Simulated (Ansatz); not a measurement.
# NO2 (nitrogen dioxide): UB3LYP/cc-pVTZ

What is the electronic atomisation energy of NO2 (nitrogen dioxide) at UB3LYP/cc-pVTZ? 

The results are computed with Ansatz 0.2.0.

34 further runs of the same task are left out: 34 set aside as unsound or not needed.

## (1) The structure to begin with

The species is NO2 (3 atoms), meant as a doublet with charge 0. SMILES: `[O]N=O`. The shape is that of a PBE0-D4/def2-TZVP optimisation.

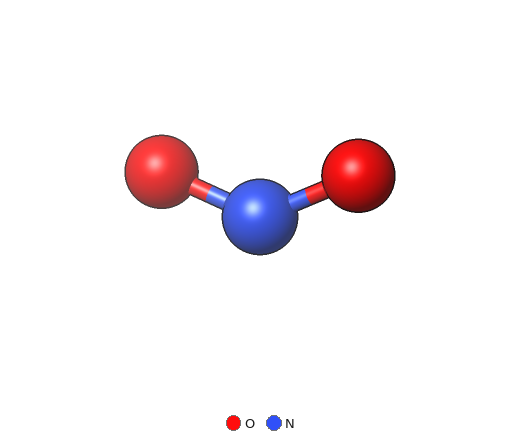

Viewed from a chosen angle; oxygen red, nitrogen blue.

## (2) A single-point energy at UB3LYP/cc-pVTZ

File input.yaml:

```yaml
crystal:
  periodic: [false, false, false]
  atoms:
    - symbol: O
      position_ang: [0.209760, -1.082190, 0.000620]
    - symbol: N
      position_ang: [-0.265470, -0.009110, -0.145890]
    - symbol: O
      position_ang: [0.055690, 1.091300, 0.145270]
basis:
  gaussian:
    orbitals: cc-pVTZ
accuracy: high
output: {orbitals: {seedname: orbitals}}
hamiltonian:
  xc: {name: B3LYP}
magnetization:
  spin_polarized: true
  initial_magnetization: 1
```

Started as:

```
$ ansatz run input.yaml --threads 1 --pin off --max-ram 3480MiB --events-out events.jsonl --progress --plain --runs-dir runs
```

Log:

```text
Warning: RAYON_NUM_THREADS=1 ignored (pool sized by the plan → 1); use --threads N
Functional definition: B3LYP
  name "B3LYP"
  parameter a0 = 0.2
  parameter ax = 0.72
  parameter ac = 0.81
  exchange = (1 - a0 - ax)*slater_x + ax*b88_x + a0*exact_x
  correlation = (1 - ac)*vwn_rpa_c + ac*lyp_c
1456 factors; integrals over basis functions are off by at most 2.5e-9 eV
mean field evaluation 1: about -5580.1336 eV, gradient 2.9e1 eV
mean field evaluation 2: about -5575.6099 eV, gradient 4.8e1 eV
mean field evaluation 4: about -5582.4241 eV, gradient 9.3e-1 eV
mean field evaluation 8: about -5582.5706 eV, gradient 1.2e-2 eV
mean field evaluation 16: about -5582.5706 eV, gradient 4.7e-5 eV
mean field -5582.57059491 eV, -205.1556853608 hartree, gradient 2.6e-8 eV, S^2 0.753441; 0 other end points of the search recorded, 0 dependent functions left out
reference -5582.57061711 eV, -205.1556861766 hartree; 12, 11 occupied and 78, 79 virtual orbitals, 1456 factors
Total energy: -5582.57061711 eV, -205.1556861766 hartree
```

Wall time 4.2 s (1 thread of Arm Neoverse V2, shared host); peak memory 0.24 GiB.

## (3) The N atom, same level

File molecule.yaml:

```yaml
crystal:
  periodic: [false, false, false]
  atoms:
    - {symbol: "N", position_ang: [0.000000, 0.000000, 0.000000]}
basis:
  gaussian: {orbitals: cc-pVTZ}
magnetization: {spin_polarized: true, initial_magnetization: 3}
hamiltonian: {xc: {name: B3LYP}}
accuracy: high
```

Started as:

```
$ ansatz run molecule.yaml --threads 1 --pin off --max-ram 3480MiB --events-out events.jsonl --progress --plain --runs-dir runs
```

Log:

```text
Warning: RAYON_NUM_THREADS=1 ignored (pool sized by the plan → 1); use --threads N
Functional definition: B3LYP
  name "B3LYP"
  parameter a0 = 0.2
  parameter ax = 0.72
  parameter ac = 0.81
  exchange = (1 - a0 - ax)*slater_x + ax*b88_x + a0*exact_x
  correlation = (1 - ac)*vwn_rpa_c + ac*lyp_c
299 factors; integrals over basis functions are off by at most 2.3e-9 eV
mean field evaluation 1: about -1485.6144 eV, gradient 6.8e0 eV
mean field evaluation 2: about -1485.7151 eV, gradient 4.4e0 eV
mean field evaluation 4: about -1485.7900 eV, gradient 1.1e-1 eV
mean field evaluation 8: about -1485.7901 eV, gradient 5.6e-4 eV
mean field -1485.79014544 eV, -54.6017807401 hartree, gradient 1.5e-9 eV, S^2 3.752824; 0 other end points of the search recorded, 0 dependent functions left out
reference -1485.79016141 eV, -54.6017813269 hartree; 5, 2 occupied and 25, 28 virtual orbitals, 299 factors
Total energy: -1485.79016141 eV, -54.6017813269 hartree
```

Run time: 0.36 s. Hardware: 1 thread of Arm Neoverse V2, shared host.

## (4) The O atom at the same level

File in.yaml:

```yaml
crystal:
  periodic: [false, false, false]
  atoms:
    - {symbol: O, position_ang: [0.000000, 0.000000, 0.000000]}
basis:
  gaussian: {orbitals: cc-pVTZ}
magnetization: {spin_polarized: true, initial_magnetization: 2}
hamiltonian: {xc: {name: B3LYP}}
accuracy: high
```

Started as:

```
$ ansatz run in.yaml --threads 1 --pin off --max-ram 3480MiB --events-out events.jsonl --progress --plain --runs-dir runs
```

Log:

```text
Warning: RAYON_NUM_THREADS=1 ignored (pool sized by the plan → 1); use --threads N
Functional definition: B3LYP
  name "B3LYP"
  parameter a0 = 0.2
  parameter ax = 0.72
  parameter ac = 0.81
  exchange = (1 - a0 - ax)*slater_x + ax*b88_x + a0*exact_x
  correlation = (1 - ac)*vwn_rpa_c + ac*lyp_c
299 factors; integrals over basis functions are off by at most 2.4e-9 eV
mean field evaluation 1: about -2043.1821 eV, gradient 8.0e0 eV
mean field evaluation 2: about -2043.2797 eV, gradient 4.9e0 eV
mean field evaluation 4: about -2043.3534 eV, gradient 3.9e-2 eV
mean field evaluation 8: about -2043.3537 eV, gradient 9.2e-4 eV
mean field -2043.35366172 eV, -75.0918620335 hartree, gradient 8.3e-8 eV, S^2 2.002942; 0 other end points of the search recorded, 0 dependent functions left out
reference -2043.35367748 eV, -75.0918626124 hartree; 5, 3 occupied and 25, 27 virtual orbitals, 299 factors
Total energy: -2043.35367748 eV, -75.0918626124 hartree
```

Wall time 0.4 s (1 thread of Arm Neoverse V2, shared host).

## (5) What came out

Level: UB3LYP/cc-pVTZ.

```
                                    quantity          value
                      molecule: total energy  -205.15569 Eh
molecule: HOMO energy (highest over α and β)       -7.83 eV
 molecule: LUMO energy (lowest over α and β)       -3.89 eV
                              molecule: ⟨S²⟩          0.753
                        N atom: total energy   -54.60178 Eh
                                N atom: ⟨S²⟩          3.753
                        O atom: total energy   -75.09186 Eh
                                O atom: ⟨S²⟩          2.003
               electronic atomisation energy      10.073 eV
```

In words: Taking the molecule apart into free atoms costs 10.07 eV (232 kcal/mol), before zero-point energy and without spin-orbit coupling.
